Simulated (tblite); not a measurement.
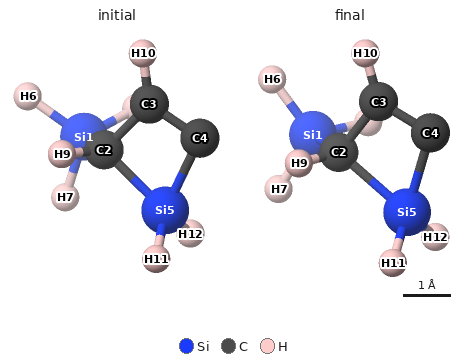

The structure of C$_{3}$H$_{7}$Si$_{2}$ (multiplicity 2) before (left) and after (right) a relaxation, at one scale.

The picture is a ball-and-stick view, seen from a free direction.

These are results of GFN2-xTB geometry optimisation, gas phase (tblite 0.8.0), not measurements. 

Describe what moved and what it gained.

The atom that moves furthest after the best rigid fit is an H atom (0.46 Å). By element the largest moves are H 0.46 Å, Si 0.21 Å, C 0.16 Å. Among the contacts that change: C–Si 1.841 → 1.955 Å, C–Si 1.821 → 1.882 Å, C–H 1.110 → 1.075 Å, C–C 1.475 → 1.509 Å. Among the angles between lasting bonds that change: Si–C–Si 109.6° → 118.5°, Si–C–H 118.9° → 111.0°, C–Si–H 113.8° → 119.9°. Groups turn about C–Si by about 25°. Over 66 geometry steps the energy falls by 7.85 kcal/mol. Cost: 0.28 s on 1 thread of Arm Neoverse V2, with other jobs on the host.
